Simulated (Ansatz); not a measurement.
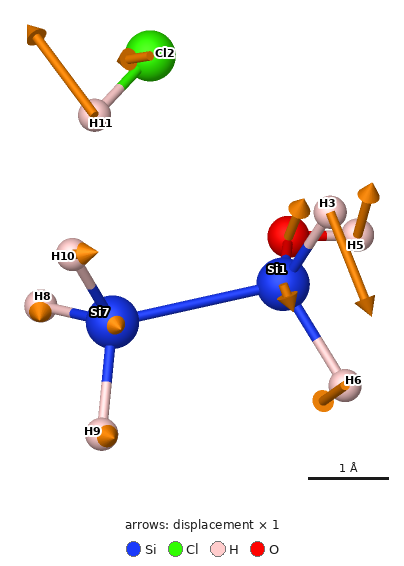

This is a relaxation of Si$_{2}$H$_{7}$OCl. The starting structure is drawn; orange arrows show the displacements, at their true length. The two geometries are superimposed by the best rigid fit.

Style: ball-and-stick. Shown at a tilt.

The run prepares an end point of a later path (reaction) calculation, from a guessed geometry.

Level of theory: RKS B3LYP-D4/def2-SVP in Ansatz.

Input file:
```yaml
crystal:
  periodic: [false, false, false]
  atoms:
    - { symbol: Si, position_ang: [0.316622, -0.244052, -0.430388] }
    - { symbol: Cl, position_ang: [0.189479, 0.400556, 2.842578] }
    - { symbol: H, position_ang: [1.170309, 0.935921, -0.098418] }
    - { symbol: O, position_ang: [-1.309108, -0.020626, -0.097962] }
    - { symbol: H, position_ang: [-1.782019, 0.587514, -0.678795] }
    - { symbol: H, position_ang: [0.490792, -0.483231, -1.903052] }
    - { symbol: Si, position_ang: [1.028938, -2.092402, 0.660679] }
    - { symbol: H, position_ang: [-0.083845, -2.79559, 1.360936] }
    - { symbol: H, position_ang: [1.675739, -3.051313, -0.2869] }
    - { symbol: H, position_ang: [2.074505, -1.754746, 1.684923] }
    - { symbol: H, position_ang: [1.179689, -0.491831, 2.785798] }
basis:
  gaussian: { orbitals: def2-SVP }
hamiltonian:
  xc: b3lyp
  dispersion: d4
relax:
  f_tol: 0.03
  max_steps: 50
```

Command:
```bash
ansatz run input.yaml --threads 2 --pin off --max-ram 3072MiB --backend cpu --events-out ev --progress --plain --runs-dir out
```

### Atoms of which element are displaced furthest, and by how much?

Hydrogen: up to 1.72 Å, against 0.82 Å for oxygen.

### Describe the change and its energy.

The largest move after the best rigid fit is that of H11, 1.72 Å. By element the largest moves are H 1.72 Å, O 0.82 Å, Cl 0.67 Å, Si 0.39 Å. Some distances before and after: Si1–Si7 2.261 → 2.348 Å, Cl2–H11 1.334 → 1.292 Å, Si7–H10 1.502 → 1.490 Å, Si1–H3 1.494 → 1.500 Å. Bond angles that change, for instance: Si1–Si7–H9 110.8° → 106.2°, H3–Si1–O4 113.9° → 111.2°, H8–Si7–H10 107.8° → 110.0°. Groups turn about Si1–Si7 by about 45°. After 38 accepted moves (44 points after the start) the energy has fallen by 17.2 kJ/mol. The largest force component goes from 1.1 to 0.022 eV/Å. The line search rejected the trial steps at points 5, 12, 17, 39, 41, 43 of the run. The forces were under the threshold at step 6, but the run went on from there.
